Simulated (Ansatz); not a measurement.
Base system: MoTe$_{2}$ (space group P6_3/mmc, No. 194; a = 3.434 Å, c = 13.329 Å; layered, stacked along the Cartesian z axis). Axes: x lies along a and z along c of the hexagonal cell.

It is then changed as follows: biaxial strain −1.80 %, plane normal [001], relaxed out of plane (Cartesian); in-plane vectors clamped, the third vector and the atoms free.

Method: PBEsol-D3(BJ) in Ansatz (plane waves to 420 eV, PAW, scalar-relativistic without spin-orbit coupling).

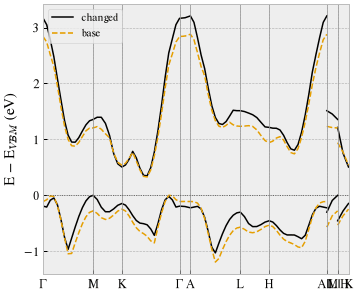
Figure. Highest valence and lowest conduction band along the path, each from its own valence-band maximum

**Question.** Read the changed gap and its character from the plot.

**Answer.** About 0.3 eV, indirect, M → K–Γ (44 % along).

Spin-orbit coupling, missing from the scalar runs, can matter with Te. No phonon test of stability was made.

Ansatz is a first-principles code.
